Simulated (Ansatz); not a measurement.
Starting cell, KBr (rock salt):

```xyz
4
Lattice="0.0000 6.7052 6.7052 3.3526 0.0000 3.3526 3.3526 3.3526 0.0000" Properties=species:S:1:pos:R:3 pbc="T T T"
Br     0.0000     0.0000     0.0000
Br     3.3526     3.3526     6.7052
K      3.3526     3.3526     3.3526
K      3.3526     6.7052     6.7052
```

A phonon eigenvector at L = (0.5, 0.0, 0.0) is frozen into this cell: atom i moves by Q times the vector below, so Q is the largest atomic displacement, in Å. The cell is held. It is one choice among 2 degenerate patterns. (q is in reciprocal vectors of the primitive cell; the cell shown is doubled to hold the pattern.)

```json
[
 {"atom": "Br1", "x": "-0.285", "y": "0.520", "z": "-0.805"},
 {"atom": "Br2", "x": "0.285", "y": "-0.520", "z": "0.805"}
]
```

Atoms not listed stay in place.

Calculation: PBE (plane waves to 420 eV, PAW, scalar-relativistic; Ansatz, an electronic-structure program). k mesh 9×9×9 (Γ-centred), Fermi-Dirac smearing 0.05 eV. Energies are smeared free energies. Stress and pressure are positive under compression. KBr was relaxed with its symmetry unable to fall. The zero of ΔE is the undisplaced structure.

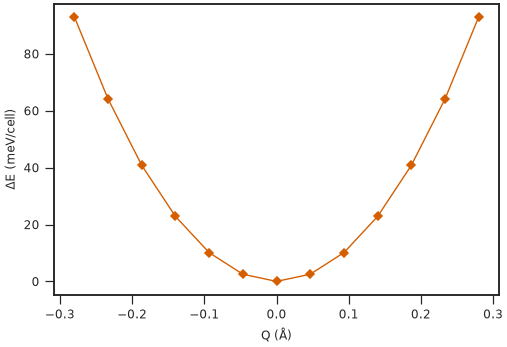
ΔE (meV/cell) against Q (Å); one marker a computed point.

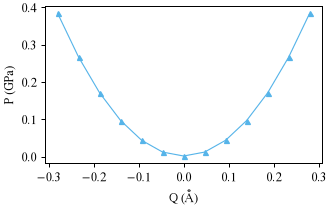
P (GPa) against Q (Å); markers are the computed points, lines only join them.

Harmonic wavenumber from the curvature (finite differences): 63 cm⁻¹. Space group of the distorted cell: P-1 (No. 2), lowered from Fm-3m. Wavenumber by perturbation theory (DFPT, on another k mesh): 63 cm⁻¹. Symmetry of the curve: even: the same for both signs. Shape of the curve: a single well with its minimum at or next to zero displacement.

E″ = 2.32 eV/Å², M = Σ mᵢ|uᵢ|² = 159.8 u, ν̃ = 521.5·√(|E″|/M).

(A displaced cell: forces are minus the slopes of the energy, force constants its curvatures, and phonons follow from these.)
